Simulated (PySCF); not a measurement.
GdH (octet)

```xyz
2

Gd    0.0000    0.0000   -0.0122
H     0.0000    0.0000    1.9168
```

All numbers below come from PySCF 2.14.0, PBE0/x2c-TZVPall, spin-free X2C-1e, Gaussian nucleus, at a bond length of 1.929 Å.

What can the converged electron density, electron localisation function and spin density tell about the bonding?

Gd–H (1.93 Å): ρ is about 1.1 e/Å³ halfway; the ELF climbs to about 1 towards the hydrogen.
The unpaired spin (7 electrons) lies mostly on Gd1 (about 7.0), in electrons by Hirshfeld's partition.

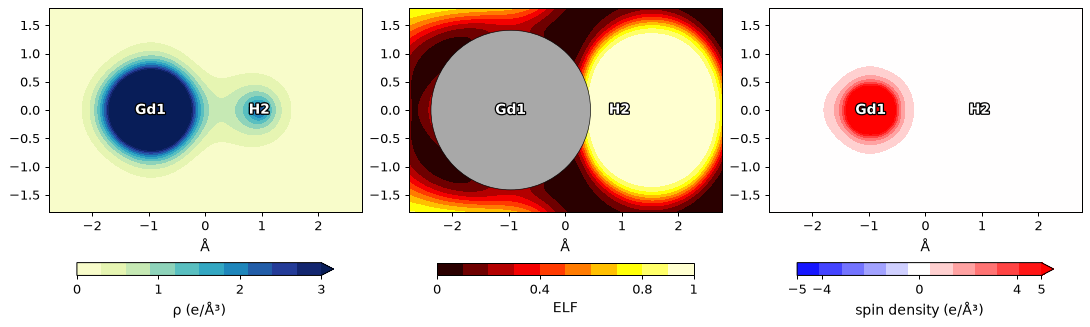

Computed electron density, electron localisation function and spin density on a plane that holds the molecular axis, in this order. Grey discs cover the atomic cores in the ELF map. 
